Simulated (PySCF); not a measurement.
```xyz
14

C     3.4258   -0.7206   -0.3192
C     2.2606   -0.4466   -0.2185
C     0.8730   -0.1716   -0.0855
C     0.4101    1.0781   -0.3316
C    -0.9619    1.4708   -0.2305
C    -1.9854    0.6664    0.1199
Ge   -1.6339   -1.1893    0.5344
O     0.1408   -1.2309    0.2857
H     4.4489   -0.9342   -0.4145
H     1.1306    1.8267   -0.6234
H    -1.1682    2.5111   -0.4616
H    -2.9852    1.0702    0.1641
H    -2.1495   -2.2621   -0.4014
H    -1.8065   -1.6685    1.9601
```

Geometry: GFN2-xTB.

Computed with PySCF, PBE0/def2-SVPD, SCF density, gas phase.

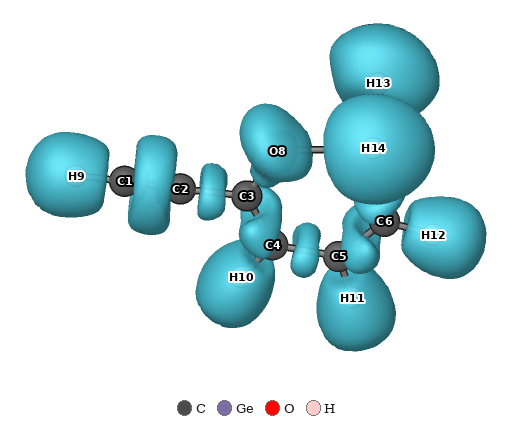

C$_{6}$H$_{6}$GeO (SMILES C#CC1=CC=[CH][GeH2][O]1). Isosurface of the electron localisation function at 0.75 (cyan), seen at a tilt. Only the valence region is drawn (cores and ρ < 0.01 e/Å³ removed).

**What do the ELF domains correspond to?**

The surface consists of five regions between bonded C–C atoms (shared pairs), six regions around hydrogen nuclei, one lobe of the valence shell of C pointing towards Ge (polar bonds) and one region on O in which the atom's valence shell and bonds are merged. Profiles from the grid: C–C (1.20 Å): the ELF peaks at about 0.85 between the atoms; a multiple bond. C–O (1.34 Å): the ELF peaks at about 0.90 between the atoms, as expected for a shared but strongly polarised pair.
